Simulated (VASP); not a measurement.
```
CELL_PARAMETERS angstrom
      3.23497     0.00000     0.00000
     -1.61748     2.80156     0.00000
      0.00000     0.00000     5.39755
ATOMIC_POSITIONS crystal
  B  0.00000 0.00000 0.00000
  B  0.00000 0.00000 0.50000
  As 0.33333 0.66667 0.25000
  As 0.66667 0.33333 0.75000
```

The numbers are results of PBEsol GGA, VASP's PBE PAW potentials (set 64) (plane waves; VASP), not measurements. Run with 520 eV cut-off, 15×15×8 Γ-centred mesh, tetrahedra with Blöchl corrections, potentials B As.

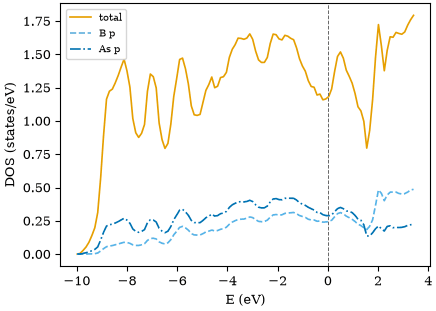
Figure: Total and projected density of states, zero at the Fermi level

Within 2 eV below the Fermi level the largest weight inside VASP's projection spheres is As p, then B p.

It has no gap at this level: it comes out as a metal or semimetal.

The structure was generated: BAs was put into the NiAs type type (P6_3/mmc), which need not be its known phase. It was relaxed first, which changed the volume by +20 %.
